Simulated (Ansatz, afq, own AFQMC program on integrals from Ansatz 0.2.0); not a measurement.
# GeHO (quartet): AFQMC on the coupled-cluster ladder at angle O2–Ge1–H3 = 118.1°, cc-pVDZ, part 2 of 2

Ansatz 0.2.0, Gaussian basis, and an in-house AFQMC program (afq) on its integrals; all values are calculated; cc-pVDZ, frozen cores. The steps go on from the part before.

## Step 13: CCSD(T) on UHF

in.yaml

```yaml
crystal:
  periodic: [false, false, false]
  atoms:
    - {symbol: Ge, position_ang: [0.000000, -0.026990, 0.322045]}
    - {symbol: O, position_ang: [0.000000, 0.039109, -1.531862]}
    - {symbol: H, position_ang: [0.000000, 1.324345, 1.106710]}
basis:
  gaussian: {orbitals: cc-pVDZ}
magnetization: {spin_polarized: true, initial_magnetization: 3}
correlation: {method: ccsd_t, electrons: outside_noble_gas, hamiltonian_folder: ham}
```

Launch:

```console
ansatz run in.yaml --threads 1 --pin off --events-out ev --progress --plain --max-ram 1382MiB
```

Log (excerpt; [...] marks lines left out):

```text
Functional definition: HF
  name "HF"
  cite "Fock, Z. Phys. 61, 126 (1930) doi:10.1007/BF01340294"
  parent pbe
[...]
500 factors; integrals over basis functions are off by at most 1.2e-3 eV
[...]
mean field -58522.74951162 eV, -2150.6713764078 hartree, gradient 2.2e-6 eV, S^2 3.768910; 10 other end points of the search recorded, 0 dependent functions left out
determinant -58522.74951162 eV, -2150.6713764078 hartree, with singles and doubles -58528.89808958 eV, -2150.8973324801 hartree
determinant -58522.67146579 eV, -2150.6685082764 hartree, with singles and doubles -58528.79604172 eV, -2150.8935822905 hartree
determinant -58519.62960683 eV, -2150.5567220215 hartree, with singles and doubles -58525.36433610 eV, -2150.7674694349 hartree
determinant -58519.36193832 eV, -2150.5468853852 hartree, with singles and doubles -58525.79314284 eV, -2150.7832277920 hartree
determinant -58522.74951162 eV, -2150.6713764078 hartree, with singles and doubles -58528.90090673 eV, -2150.8974360085 hartree
determinant -58522.67146579 eV, -2150.6685082764 hartree, with singles and doubles -58528.79733785 eV, -2150.8936299221 hartree
15 core orbitals not correlated: weight in the atoms' cores, before any rotation towards them, 0.993 or more for the frozen orbitals, at most 0.007 for the correlated occupied ones
reference -58522.74951162 eV, -2150.6713764078 hartree; 7, 4 occupied and 24, 27 virtual orbitals, 500 factors
second order -5.42781013 eV of doubles, -0.00000000 eV of singles
cycle   1  -6.15139559 eV  change   -4.8e-7 eV  update   1.3e-6
perturbative correction -0.14384529 eV, -0.0052862168 hartree
Total energy: -58529.04475250 eV, -2150.9027222431 hartree
```

Run time: 5.5 s. Hardware: 1 thread of Arm Neoverse V2, shared host.

From the report: ⟨S²⟩ of the determinant 3.769 (pure quartet: 3.75); correlation -6.2952 eV; T1 0.023; largest double amplitude 0.03.

This run also writes the integrals to the folder ham.

## Step 14: CCSDT(Q) on UHF

in.yaml: that of step 13 with these lines changed.

```diff
@@ -9,2 +9,2 @@
 magnetization: {spin_polarized: true, initial_magnetization: 3}
-correlation: {method: ccsd_t, electrons: outside_noble_gas, hamiltonian_folder: ham}
+correlation: {method: ccsdt_q, electrons: outside_noble_gas}
```

Same command.

Log (excerpt; [...] marks lines left out):

```text
Functional definition: HF
  name "HF"
  cite "Fock, Z. Phys. 61, 126 (1930) doi:10.1007/BF01340294"
  parent pbe
[...]
858 factors; integrals over basis functions are off by at most 1.4e-7 eV
[...]
mean field -58522.74970802 eV, -2150.6713836253 hartree, gradient 1.1e-6 eV, S^2 3.768910; 10 other end points of the search recorded, 0 dependent functions left out
determinant -58522.74970802 eV, -2150.6713836253 hartree, with singles and doubles -58528.89829205 eV, -2150.8973399209 hartree
determinant -58522.67166363 eV, -2150.6685155468 hartree, with singles and doubles -58528.79624306 eV, -2150.8935896895 hartree
determinant -58519.62979924 eV, -2150.5567290924 hartree, with singles and doubles -58525.36453959 eV, -2150.7674769131 hartree
determinant -58519.36215441 eV, -2150.5468933262 hartree, with singles and doubles -58525.79336623 eV, -2150.7832360015 hartree
determinant -58522.74970802 eV, -2150.6713836253 hartree, with singles and doubles -58528.90110916 eV, -2150.8974434478 hartree
determinant -58522.67166363 eV, -2150.6685155468 hartree, with singles and doubles -58528.79753924 eV, -2150.8936373231 hartree
15 core orbitals not correlated: weight in the atoms' cores, before any rotation towards them, 0.993 or more for the frozen orbitals, at most 0.007 for the correlated occupied ones
reference -58522.74970802 eV, -2150.6713836253 hartree; 7, 4 occupied and 24, 27 virtual orbitals, 858 factors
second order -5.42783149 eV of doubles, -0.00000000 eV of singles
cycle   1  -5.85867003 eV  change   -4.3e-1 eV  update   8.0e-2
[...]
cycle  27  -6.32556520 eV  change   -6.4e-7 eV  update   6.7e-7
perturbative correction -0.01562851 eV, -0.0005743370 hartree
Total energy: -58529.09090173 eV, -2150.9044181959 hartree
```

It took 17 s on 1 thread of Arm Neoverse V2, shared host.

From the report: ⟨S²⟩ of the determinant 3.769 (pure quartet: 3.75); correlation -6.3412 eV; T1 0.025; largest double amplitude 0.04.

## Step 15: Phaseless AFQMC, CISD trial on UHF

It reads the integrals that the CCSD(T) run on this determinant wrote.

Launch:

```console
afq ham --method phaseless --trial cisd --walkers 60 --populations 1 --least-time 40 --time-step 0.005 --steps-per-block 50 --equilibration-blocks 28 --max-blocks 300 --target-error 0.0004 --factor-cut 1e-05 --start spin_pure --seed 5184 --release-times 0.24,0.51,0.99,1.62,2.4 --release-step 0.03 --release-every 4 --taylor-order 6
```

Log:

```text
orbitals 31  electrons 7 4  factors 234 of 500
reference energy -2150.67137641 Eh
CCSD correlation -0.22605956 Eh in 15 cycles, weight of the determinant in the CISD state 0.9011
energy of the start -2150.896889 Eh
 block  time / (1/Eh)  mean weight  energy / Eh
     1     0.250  1.0021  -2150.895313
     2     0.500  0.9996  -2150.896318
     3     0.750  1.0008  -2150.898654
     4     1.000  0.9970  -2150.903181
     5     1.250  1.0007  -2150.900391
     6     1.500  0.9986  -2150.901595
     7     1.750  0.9991  -2150.900372
     8     2.000  1.0018  -2150.903281
     9     2.250  0.9997  -2150.903201
    10     2.500  0.9992  -2150.902788
    17     4.250  1.0001  -2150.898132
    25     6.250  0.9991  -2150.901194
    33     8.250  1.0032  -2150.900450
    41    10.250  1.0011  -2150.908227
    49    12.250  0.9985  -2150.898614
    57    14.250  1.0015  -2150.910128
    65    16.250  0.9971  -2150.901575
    73    18.250  1.0003  -2150.899097
    81    20.250  1.0015  -2150.902009
    89    22.250  1.0001  -2150.900525
    97    24.250  0.9989  -2150.901699
   105    26.250  1.0013  -2150.900427
   113    28.250  0.9995  -2150.906945
   121    30.250  1.0037  -2150.903057
   129    32.250  0.9981  -2150.900458
   137    34.250  1.0046  -2150.897897
   145    36.250  1.0001  -2150.905103
   153    38.250  1.0009  -2150.901043
   161    40.250  0.9996  -2150.915489
   169    42.250  0.9958  -2150.899428
   177    44.250  0.9989  -2150.902171
   185    46.250  1.0020  -2150.906476
   193    48.250  0.9994  -2150.904160
   201    50.250  0.9982  -2150.903870
   209    52.250  1.0015  -2150.901037
   217    54.250  1.0022  -2150.912469
   225    56.250  0.9995  -2150.900275
   233    58.250  1.0003  -2150.898512
   241    60.250  1.0001  -2150.898600
   249    62.250  0.9991  -2150.900480
   257    64.250  1.0004  -2150.902292
   265    66.250  0.9986  -2150.903797
   273    68.250  0.9994  -2150.904848
   281    70.250  1.0011  -2150.902348
   289    72.250  0.9988  -2150.904611
   297    74.250  1.0007  -2150.908553
   305    76.250  1.0000  -2150.899974
   313    78.250  0.9974  -2150.914920
   321    80.250  0.9966  -2150.904990
blocks merged  error / Eh  count
     1  0.000267  300
     2  0.000324  150
     4  0.000360  75
     8  0.000424  37
    16  0.000490  18
    32  0.000484  9
released: time / (1/Eh)  energy / Eh  error  mean overlap
  0.24  -2150.903211  0.000449  0.9996
  0.51  -2150.903425  0.000480  1.0060
  0.99  -2150.903873  0.000547  0.9990
  1.62  -2150.903307  0.000453  1.0242
  2.40  -2150.904541  0.000611  1.0199
energy -2150.903256 +/- 0.000490 Eh
```

It took 4.1 min on 1 thread of Arm Neoverse V2, shared host.

Energy -58529.0593 ± 0.0133 eV. Caveats: constraint bias not in the error.

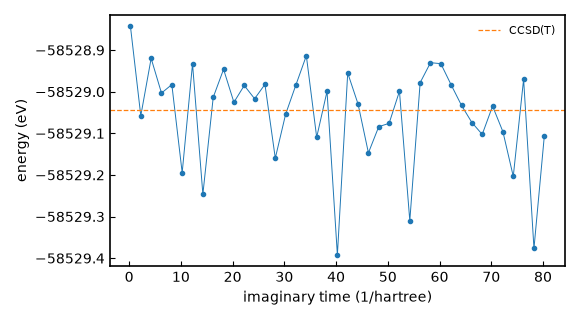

Block energies along the walk.

## Step 16: Phaseless AFQMC, single-determinant trial on UHF

It reads the integrals that the CCSD(T) run on this determinant wrote.

Launch:

```console
afq ham --method phaseless --trial hf --walkers 120 --populations 1 --least-time 40 --time-step 0.005 --steps-per-block 20 --equilibration-blocks 112 --max-blocks 600 --target-error 0.0012000000000000001 --factor-cut 1e-05 --start spin_pure --seed 7731 --taylor-order 6
```

Log:

```text
orbitals 31  electrons 7 4  factors 234 of 500
reference energy -2150.67137641 Eh
CCSD correlation -0.22605956 Eh in 15 cycles, weight of the determinant in the CISD state 0.9011
energy of the start -2150.671882 Eh
 block  time / (1/Eh)  mean weight  energy / Eh
     1     0.100  0.9996  -2150.733645
     2     0.200  1.0009  -2150.770322
     3     0.300  1.0015  -2150.808435
     4     0.400  1.0029  -2150.844177
     5     0.500  1.0021  -2150.848057
     6     0.600  1.0022  -2150.870664
     7     0.700  1.0019  -2150.887929
     8     0.800  0.9968  -2150.879761
     9     0.900  0.9988  -2150.883187
    10     1.000  1.0009  -2150.888895
    18     1.800  0.9970  -2150.872662
    35     3.500  0.9995  -2150.896948
    52     5.200  1.0014  -2150.889491
    69     6.900  0.9986  -2150.915425
    86     8.600  0.9999  -2150.886186
   103    10.300  1.0004  -2150.872474
   120    12.000  0.9987  -2150.892129
   137    13.700  0.9994  -2150.910096
   154    15.400  1.0013  -2150.896958
   171    17.100  0.9993  -2150.909131
   188    18.800  1.0011  -2150.918810
   205    20.500  0.9957  -2150.898895
   222    22.200  0.9997  -2150.904909
   239    23.900  1.0004  -2150.886410
   256    25.600  0.9997  -2150.888524
   273    27.300  0.9966  -2150.892079
   290    29.000  1.0023  -2150.899466
   307    30.700  0.9997  -2150.900587
   324    32.400  1.0012  -2150.893461
   341    34.100  1.0011  -2150.923144
   358    35.800  1.0018  -2150.908190
   375    37.500  1.0007  -2150.923008
   392    39.200  1.0006  -2150.895903
   409    40.900  1.0011  -2150.895538
   426    42.600  0.9974  -2150.880930
   443    44.300  1.0028  -2150.891994
   460    46.000  0.9993  -2150.895043
   477    47.700  0.9996  -2150.887232
   494    49.400  1.0016  -2150.901571
   511    51.100  0.9965  -2150.880813
   528    52.800  1.0013  -2150.868162
   545    54.500  1.0002  -2150.886410
   562    56.200  0.9997  -2150.901458
   579    57.900  1.0011  -2150.939751
   596    59.600  1.0003  -2150.893707
   613    61.300  0.9991  -2150.894245
   630    63.000  1.0005  -2150.905523
   647    64.700  1.0028  -2150.927354
   664    66.400  0.9987  -2150.903783
   681    68.100  1.0020  -2150.888048
   698    69.800  1.0008  -2150.875954
blocks merged  error / Eh  count
     1  0.000836  600
     2  0.001083  300
     4  0.001341  150
     8  0.001646  75
    16  0.001946  37
    32  0.002318  18
    64  0.002335  9
energy -2150.900890 +/- 0.002318 Eh
```

It took 2.8 min on 1 thread of Arm Neoverse V2, shared host.

Energy -58528.9949 ± 0.0631 eV. Caveats: constraint bias not in the error; error above the target.

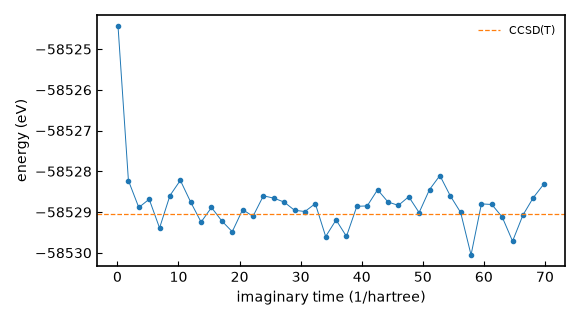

Block energies along the walk.

## Step 17: Free-projection AFQMC, CISD trial on UHF

It reads the integrals that the CCSD(T) run on this determinant wrote.

Launch:

```console
afq ham --method free --trial cisd --walkers 60 --time-step 0.03 --max-blocks 80 --target-error 0.0004 --factor-cut 1e-05 --seed 2047 --times 0,0.21,0.42,0.81,1.2,1.8,2.4,3 --taylor-order 8
```

Log:

```text
orbitals 31  electrons 7 4  factors 234 of 500
reference energy -2150.67137641 Eh
CCSD correlation -0.22605956 Eh in 15 cycles, weight of the determinant in the CISD state 0.9011
repeat  energy at the last time / Eh  error
    10  -2150.902071  0.000691
    20  -2150.901534  0.000488
    30  -2150.903750  0.000816
    40  -2150.903952  0.000682
    50  -2150.904173  0.000577
    60  -2150.904144  0.000506
    70  -2150.904118  0.000467
    80  -2150.904395  0.000469
time / (1/Eh)  energy / Eh  error  mean overlap
  0.00  -2150.897716  0.000187  1.1107
  0.21  -2150.900782  0.000192  1.1094
  0.42  -2150.902207  0.000200  1.1062
  0.81  -2150.903037  0.000251  1.1107
  1.20  -2150.903440  0.000229  1.1077
  1.80  -2150.903529  0.000325  1.1135
  2.40  -2150.903693  0.000402  1.1285
  3.00  -2150.904395  0.000469  1.1196
energy -2150.904395 +/- 0.000469 Eh
```

Wall time 2.3 min (1 thread of Arm Neoverse V2, shared host).

Energy -58529.0903 ± 0.0128 eV. Caveats: remainder of the start not in the error.

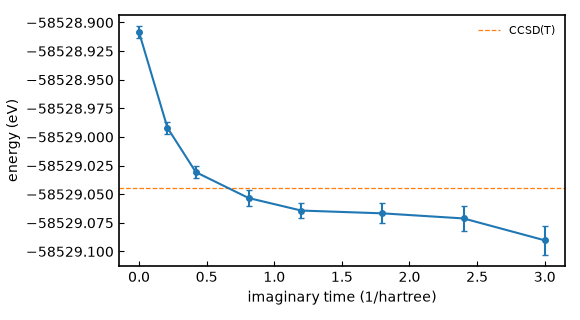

Energy against projection time, with error bars.

## Step 18: AFQMC on the ladder

On the ROHF determinant, counted from CCSDT(Q) (a yardstick, not exact):

```
                                                             level  energy (eV)  from CCSDT(Q) (meV)  statistical error (meV)     time
                                                                HF  -58522.5481              +6530.2                                  
                                                               MP2  -58528.1691               +909.2                                  
                                                              CCSD  -58528.8864               +191.9                                  
                                                           CCSD(T)  -58529.0350                +43.3                                  
                                                          CCSDT(Q)  -58529.0783                  0.0                                  
               Phaseless AFQMC, CISD trial, step 0.005, 60 walkers  -58529.0454                +32.9                     13.2  4.1 min
Phaseless AFQMC, single-determinant trial, step 0.005, 120 walkers  -58529.0193                +59.0                     66.6  2.7 min
          Free-projection AFQMC, CISD trial, step 0.03, 60 walkers  -58529.0693                 +9.0                     12.4  2.2 min
```

On the UHF determinant, counted from CCSDT(Q) (a yardstick, not exact):

```
                                                             level  energy (eV)  from CCSDT(Q) (meV)  statistical error (meV)     time
                                                                HF  -58522.7495              +6341.4                                  
                                                               MP2  -58528.1773               +913.6                                  
                                                              CCSD  -58528.9009               +190.0                                  
                                                           CCSD(T)  -58529.0448                +46.1                                  
                                                          CCSDT(Q)  -58529.0909                  0.0                                  
               Phaseless AFQMC, CISD trial, step 0.005, 60 walkers  -58529.0593                +31.6                     13.3  4.1 min
Phaseless AFQMC, single-determinant trial, step 0.005, 120 walkers  -58528.9949                +96.0                     63.1  2.8 min
          Free-projection AFQMC, CISD trial, step 0.03, 60 walkers  -58529.0903                 +0.6                     12.8  2.3 min
```

The functionals' totals stand on their own zeros and serve differences with other points: PBE -58565.275 eV; r2SCAN -58574.861 eV; PBE0 -58566.760 eV; B3LYP -58577.267 eV; wB97M-V -58572.200 eV; B2PLYP -58562.936 eV.

## Step 19: Results

What follows sums up all 2 parts.

```
                                                       quantity             value
                                  CCSD(T) on ROHF from CCSDT(Q)         +43.3 meV
              Phaseless AFQMC, CISD trial on ROHF from CCSDT(Q)  +32.9 ± 13.2 meV
Phaseless AFQMC, single-determinant trial on ROHF from CCSDT(Q)  +59.0 ± 66.6 meV
        Free-projection AFQMC, CISD trial on ROHF from CCSDT(Q)   +9.0 ± 12.4 meV
                                   CCSD(T) on UHF from CCSDT(Q)         +46.1 meV
               Phaseless AFQMC, CISD trial on UHF from CCSDT(Q)  +31.6 ± 13.3 meV
 Phaseless AFQMC, single-determinant trial on UHF from CCSDT(Q)  +96.0 ± 63.1 meV
         Free-projection AFQMC, CISD trial on UHF from CCSDT(Q)   +0.6 ± 12.8 meV
```

What this shows: On ROHF the phaseless walk with the CISD trial lies +32.9 meV from CCSDT(Q), within three error bars. Free projection has no constraint; at the last time it gives +9.0 ± 12.4 meV. On UHF the phaseless walk with the CISD trial lies +31.6 meV from CCSDT(Q), within three error bars. Free projection has no constraint; at the last time it gives +0.6 ± 12.8 meV, and from a start that isn't spin pure other spins can mix in. Error bars are statistical and leave out the constraint, the time step and what remains of the start.
